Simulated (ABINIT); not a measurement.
# How slowly RPA converges: BaMg2Sb2 (P-3m1), part 2 of 2

Wanted: RPA correlation energy of BaMg2Sb2 (P-3m1), with cost.

ABINIT 10.8.3; LDA and many-body steps on it, plane waves.

So far. Step 2 (Empty states on the mesh, 3×3×1 mesh, 391 bands): On this mesh the gap is 1.040 eV. Step 3 (RPA energy: 3×3×1 mesh, 83 bands, screening to 32.7 eV): Local fields lower ε∞ by 9 %. On a Γ-centred mesh this coarse the value itself is usually too large, while a short band sum pulls it down.

### 5. RPA energy: 3×3×1 mesh, 242 bands, screening to 84.4 eV

Level of this step: RPA screening on LDA, plane waves, norm-conserving pseudopotentials (ABINIT).

run.abi

```
acell 3*1.0 Angstrom
rprim 
  4.770000000028 -0.000000000006 0.000000000000
  -2.385000000008 4.130941176079 0.000000000000
  0.000000000000 0.000000000000 8.100000000000
ntypat 3
znucl 56 12 51
natom 5
typat 1 2 2 3 3
xred 
  0.000000000000 0.000000000000 0.000000000000
  0.333333333333 0.666666666667 0.624700000000
  0.666666666667 0.333333333333 0.375300000000
  0.333333333333 0.666666666667 0.268000000000
  0.666666666667 0.333333333333 0.732000000000
pp_dirpath "pseudos"
pseudos "Ba.upf, Mg.upf, Sb.upf"
ecut 38
ngkpt 3 3 1
nshiftk 1
shiftk 0 0 0
kptopt 1
chksymbreak 0
istwfk *1
occopt 1
irdwfk 1
optdriver 3
nband 242
ecuteps 3.1
inclvkb 2
awtr 1
symchi 1
gwcalctyp 1
nfreqre 0
nfreqim 8
gwrpacorr 1
indata_prefix "in"
outdata_prefix "out"
tmpdata_prefix "tmp"
```

On the command line:

```console
$ OMP_NUM_THREADS=1 mpirun -n 4 abinit run.abi > log
```

Numbers of over 12 decimals in the logs are rounded to 6 here.

Output:

```text
.Version 10.8.3 of ABINIT. v10.8.2 released Aug 2026.

 Symmetries : space group P-3 m 1 (#164); Bravais hP (primitive hexag.)
[... echo of the input left out ...]
== DATASET  1 ==================================================================
-   mpi_nproc: 4, omp_nthreads: 1 (-1 if OMP is not activated)

--- !DatasetInfo
iteration_state: {dtset: 1, }
dimensions: {natom: 5, nkpt: 3, mband: 242, nsppol: 1, nspinor: 1, nspden: 1, mpw: 12103, }
cutoff_energies: {ecut:  38.0, pawecutdg:  -1.0, }
[...]
[... chi0 elements left out ...]
  [... further frequencies ...]

 For q-point:  0.000010 0.000020 0.000030
  dielectric constant =  19.6869
  dielectric constant without local fields =  22.1028

  Average fulfillment of the sum rule on Im[epsilon] for q-point    1 :     72.35  [%]
[... wings left out ...]
  q-point number  2        q = ( 0.333333, 0.000000, 0.000000) [r.l.u.]
--------------------------------------------------------------------------------
[... chi0 elements left out ...]
  [... further frequencies ...]

  Average fulfillment of the sum rule on Im[epsilon] for q-point    2 :     76.51  [%]

 [... 1 further q-points ...]
```

Elapsed: 54 s, on 4 MPI ranks of Intel Xeon 6975P-C (Granite Rapids), shared host; peak memory 1.4 GiB.

This step gave:

```
ε∞ with local fields, on this mesh, along the program's q direction : 19.69
the same without local fields                                       : 22.10
plasma frequency                                                    : 22.77 eV
plane waves in the screening matrix                                 : 301
RPA correlation energy                                              : -34.27 eV
```

### 6. RPA energy: 3×3×1 mesh, 357 bands, screening to 111.6 eV

run.abi: that of step 5 with these lines changed.

```diff
@@ -27,4 +27,4 @@
 optdriver 3
-nband 242
-ecuteps 3.1
+nband 357
+ecuteps 4.1
 inclvkb 2
```

Output:

```text
.Version 10.8.3 of ABINIT. v10.8.2 released Aug 2026.

 Symmetries : space group P-3 m 1 (#164); Bravais hP (primitive hexag.)
[... echo of the input left out ...]
== DATASET  1 ==================================================================
-   mpi_nproc: 4, omp_nthreads: 1 (-1 if OMP is not activated)

--- !DatasetInfo
iteration_state: {dtset: 1, }
dimensions: {natom: 5, nkpt: 3, mband: 357, nsppol: 1, nspinor: 1, nspden: 1, mpw: 12103, }
cutoff_energies: {ecut:  38.0, pawecutdg:  -1.0, }
[...]
[... chi0 elements left out ...]
  [... further frequencies ...]

 For q-point:  0.000010 0.000020 0.000030
  dielectric constant =  19.7087
  dielectric constant without local fields =  22.1105

  Average fulfillment of the sum rule on Im[epsilon] for q-point    1 :     87.05  [%]
[... wings left out ...]
  q-point number  2        q = ( 0.333333, 0.000000, 0.000000) [r.l.u.]
--------------------------------------------------------------------------------
[... chi0 elements left out ...]
  [... further frequencies ...]

  Average fulfillment of the sum rule on Im[epsilon] for q-point    2 :     91.27  [%]

 [... 1 further q-points ...]
```

Wall time 1.9 min (4 MPI ranks); peak memory 2 GiB; 7.7 min of CPU time.

Numbers from this step:

```yaml
eps_infinity_with_local_fields_on_this_mesh_along_the_program_s_q_direction: 19.71
the_same_without_local_fields: 22.11
plasma_frequency: 22.77 eV
plane_waves_in_the_screening_matrix: 403
rpa_correlation_energy: -41.07 eV
```

### 7. RPA energy: 3×3×1 mesh, 145 bands, screening to 136.1 eV, 4 frequencies

run.abi: that of step 6 with these lines changed.

```diff
@@ -27,4 +27,4 @@
 optdriver 3
-nband 357
-ecuteps 4.1
+nband 145
+ecuteps 5
 inclvkb 2
@@ -34,3 +34,3 @@
 nfreqre 0
-nfreqim 8
+nfreqim 4
 gwrpacorr 1
```

Output:

```text
.Version 10.8.3 of ABINIT. v10.8.2 released Aug 2026.

 Symmetries : space group P-3 m 1 (#164); Bravais hP (primitive hexag.)
[... echo of the input left out ...]
== DATASET  1 ==================================================================
-   mpi_nproc: 4, omp_nthreads: 1 (-1 if OMP is not activated)

--- !DatasetInfo
iteration_state: {dtset: 1, }
dimensions: {natom: 5, nkpt: 3, mband: 145, nsppol: 1, nspinor: 1, nspden: 1, mpw: 12103, }
cutoff_energies: {ecut:  38.0, pawecutdg:  -1.0, }
[...]
[... chi0 elements left out ...]
  [... further frequencies ...]

 For q-point:  0.000010 0.000020 0.000030
  dielectric constant =  19.6220
  dielectric constant without local fields =  22.0863

  Average fulfillment of the sum rule on Im[epsilon] for q-point    1 :     53.50  [%]
[... wings left out ...]
  q-point number  2        q = ( 0.333333, 0.000000, 0.000000) [r.l.u.]
--------------------------------------------------------------------------------
[... chi0 elements left out ...]
  [... further frequencies ...]

  Average fulfillment of the sum rule on Im[epsilon] for q-point    2 :     57.49  [%]

 [... 1 further q-points ...]
```

It took 91 s on 4 MPI ranks; peak memory 1.3 GiB; 6.1 min of CPU time.

This step gave:

| Item | Value |
| --- | --- |
| ε∞ with local fields, on this mesh, along the program's q direction | 19.62 |
| the same without local fields | 22.09 |
| plasma frequency | 22.77 eV |
| plane waves in the screening matrix | 573 |
| RPA correlation energy | -28.13 eV |

### 8. The rungs together

Times are wall times on 4 MPI ranks of Intel Xeon 6975P-C (Granite Rapids), shared host, good to a factor of about two.

```
bands  cutoff (eV)  plane waves  frequencies  E_c (eV/atom)     time
   83         32.7           67            8         -3.278     11 s
  145         57.1          147            8         -5.029     22 s
  242         84.4          301            8         -6.855     54 s
  357        111.6          403            8         -8.214  1.9 min
  145        136.1          573            4         -5.627     91 s
```

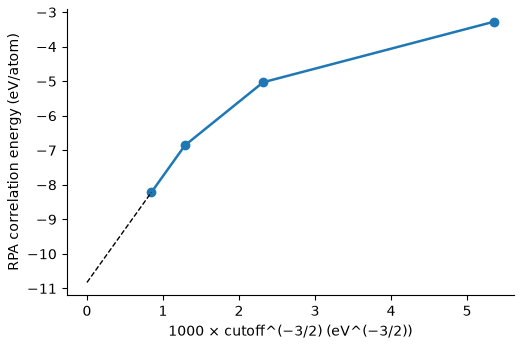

Correlation energy against the cutoff to the power −3/2; dashed, the line to the limit.

### 9. Summary of results

```json
{
  "3×3×1 mesh, 83 bands, screening to 32.7 eV": "-3.278 eV/atom",
  "3×3×1 mesh, 145 bands, screening to 57.1 eV": "-5.029 eV/atom",
  "3×3×1 mesh, 242 bands, screening to 84.4 eV": "-6.855 eV/atom",
  "3×3×1 mesh, 357 bands, screening to 111.6 eV": "-8.214 eV/atom",
  "limit by the two highest rungs": "-10.83 eV/atom"
}
```

**Reading.** Rows off the diagonal of bands and cutoff are checks and stay out of the ladder. The energy is still falling: −1.360 eV/atom over the last rung. A line in cutoff^(−3/2) puts the limit near -10.83 eV/atom, 32 % beyond the top rung; the pair below gives -9.15, so the estimate is rough. The value holds the valence electrons of these pseudopotentials alone, on one mesh; differences between structures converge far faster than the total.

[Paths, hosts, dates, memory and timing lines, banners, echoed tables and standing remarks are left out of the program output.]

[Logs are printed without paths, hosts, clocks, repeated set-up lines and the standing remarks that a program may print on its own settings, such as how far it seeks lower states.]

[Runs of the session that timed out or met a known fault of the program may be left out.]

[Hosts, paths, dates, database ids (printed as entryN), source tags and the programs' standing remarks are cut or masked in the printed files.]

[G0W0 gaps are taken among the corrected bands and points alone; a level outside them can change the order at an edge.]

[Where Ansatz stands beside ABINIT at settings called matched, ABINIT's density can come from a denser mesh and the files from another edition; pairs whose starting gaps differed by over 0.03 eV were left out, so agreement reads better than it is.]
